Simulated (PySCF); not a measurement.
# C5H12OSi: what the fields show

Input

```
{"job": {"kind": "nmr", "xc": "PBE0", "basis": "pcSseg-1"}, "charge": 0, "multiplicity": 1}
C      2.581908     0.066716     0.283687
O      1.481646     0.921658     0.089902
C      0.426107     0.297072    -0.567993
C     -0.962499     0.788482    -0.322863
C     -1.204435     1.940226     0.617734
C     -0.540614    -0.555267     0.223438
Si    -1.210656    -2.164026    -0.472274
H      2.305973    -0.808742     0.883626
H      3.338383     0.646914     0.808690
H      2.986003    -0.280007    -0.675806
H      0.684671    -0.035333    -1.574648
H     -1.624061     0.777015    -1.182221
H     -1.158474     2.884065     0.077504
H     -0.443933     1.953738     1.393542
H     -2.186555     1.852470     1.080532
H     -0.343202    -0.542038     1.290413
H     -1.353820    -2.039472    -1.924595
H     -0.271127    -3.245952    -0.163791
H     -2.515119    -2.448268     0.127660
```

Run with:

```sh
OMP_NUM_THREADS=1 python probes_run.py task.json out
```

Geometry: GFN2-xTB.

These are results of PySCF 2.14.0, PBE0/pcSseg-1, SCF density, gas phase, non-relativistic, not measurements.

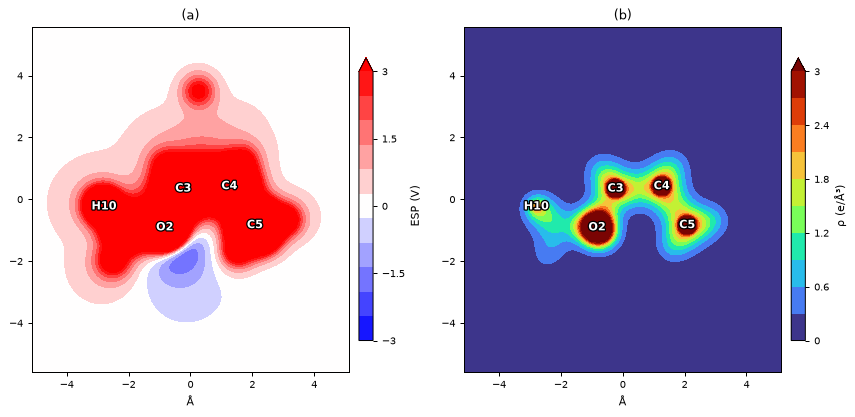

Figure 1. (a) electrostatic potential; (b) total electron density on the plane of atoms O2, C3 and C4.

Read the bonding off the picture.

- The section cuts through O, C and H sites.
- C–O (1.39 Å): ρ is about 2.2 e/Å³ halfway, with its minimum of 1.9 e/Å³ about 0.5 Å from C.
- C–C (1.49 Å): ρ is about 1.7 e/Å³ halfway.
- Outside the dense part of the molecule the potential is most negative (−1.9 V) near O2.

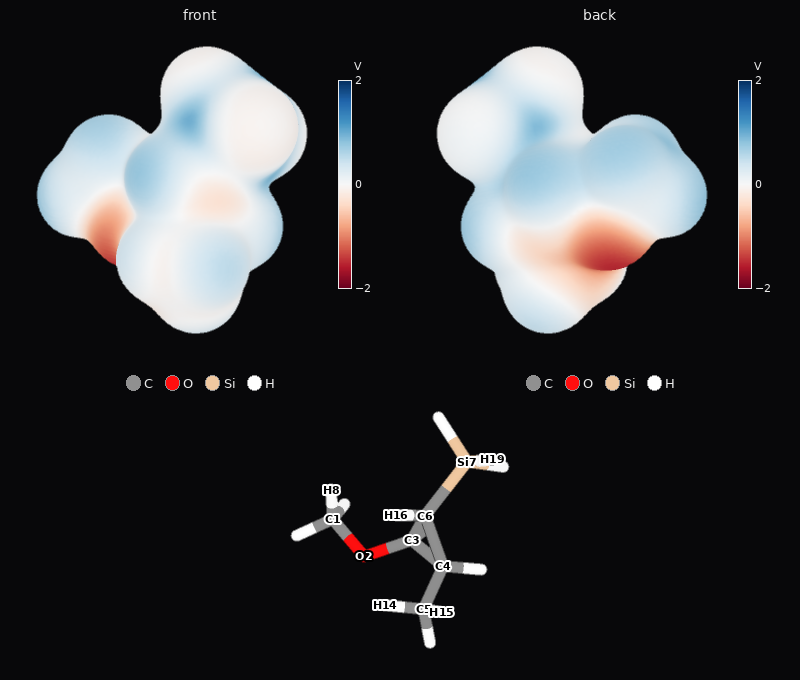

Figure 2. The electrostatic potential painted on the density surface at 0.002 e/bohr³, seen from the front and from behind; red is negative and blue positive. The bare structure is drawn below in the same view.

Describe the electrostatic potential map.

The most negative region (about −1.5 V) lies over O2, the most positive (about +1.0 V) over Si7. O2 is the likeliest acceptor of a hydrogen bond.
